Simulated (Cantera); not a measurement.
Feed: 1 mol Si, 0.015 mol N2O, 970 mol N2, held at 0.900 Torr.

Cantera equilibrium calculation (NASA polynomials, part measured and part estimated; ideal gas, pure solids and liquids). Candidate condensed phases: Si, SiO2, Si2N2O, Si3N4; 16 gas species. Mutual solubility and eutectic melting of coexisting phases are not modelled. The tables' values for SiN are old estimates; treat these amounts as uncertain. Equilibrium is a limit: real reactors are often held back by kinetics, nucleation or transport.

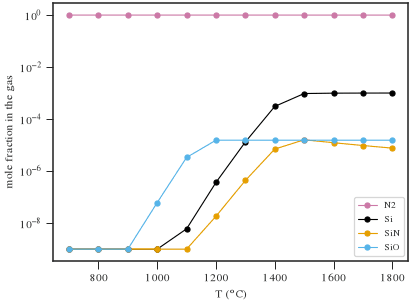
Fig. 1. Equilibrium gas composition (values under 1e-9 drawn at 1e-9)

Task: Read off the mole fractions at 1700 °C.

Result: N2 about 1.00, Si about 0.0010, SiO about 1.5e-5, SiN about 9.7e-6.
